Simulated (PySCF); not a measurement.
Consider C₄H₁₀Si (SMILES CC/C=C\[SiH3]).

Input file:

```
{"job": {"xc": "PBE0", "basis": "pcSseg-1", "solvent": "chloroform", "kind": "nmr", "pop": true}, "charge": 0, "multiplicity": 1}
C     -2.034667     0.582195    -0.389978
C     -1.008578    -0.028379     0.564947
C     -0.180964    -1.058788    -0.130974
C      1.127206    -0.983238    -0.340771
Si     2.267581     0.415764     0.190749
H     -1.529493     1.071644    -1.219670
H     -2.688654    -0.188482    -0.793012
H     -2.646438     1.318245     0.126519
H     -1.536499    -0.498682     1.400221
H     -0.366331     0.757088     0.965681
H     -0.746122    -1.912280    -0.494401
H      1.593600    -1.805450    -0.871683
H      1.822110     1.695191    -0.371844
H      2.311385     0.525763     1.653068
H      3.611450     0.117400    -0.310766
```

Run with:

```sh
OMP_NUM_THREADS=1 python ens_run.py task.json out
```

Geometry: GFN2-xTB.

The calculation used PBE0/pcSseg-1, SCF density, in a chloroform solvent model, non-relativistic (PySCF).

Predict the electron density and electron localisation function between the atoms.

Answer. C–C (1.33 Å): ρ is about 2.3 e/Å³ halfway; the ELF peaks at about 0.95 between the atoms (a short, multiple covalent bond).
C–Si (1.88 Å): ρ is about 0.93 e/Å³ halfway; the ELF peaks at about 0.95 between the atoms: localised, covalent bonding.
C–H (1.08 Å): ρ at the midpoint is about 2 e/Å³; the ELF climbs to about 1 towards the hydrogen, as it does in any bond to H; a covalent bond by its length.
C–C (1.49 Å): ρ at the midpoint is about 1.8 e/Å³; the ELF peaks at about 0.95 between the atoms, as expected for a covalent bond.

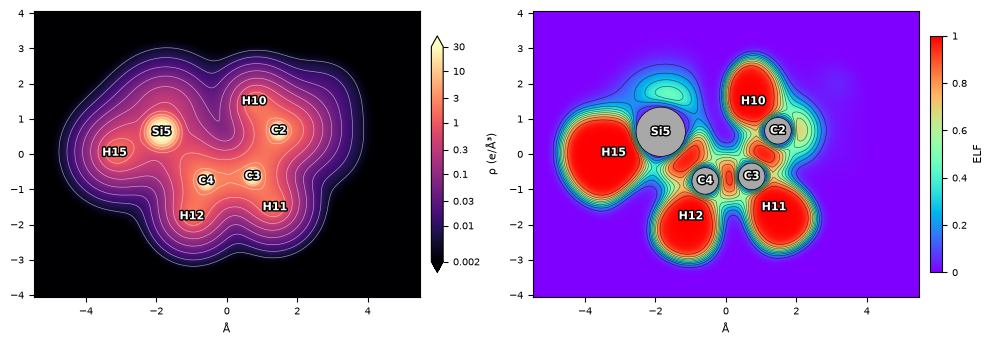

Computed electron density and electron localisation function on the plane of atoms C2, C3 and C4, in this order. Grey discs cover the atomic cores in the ELF map. 
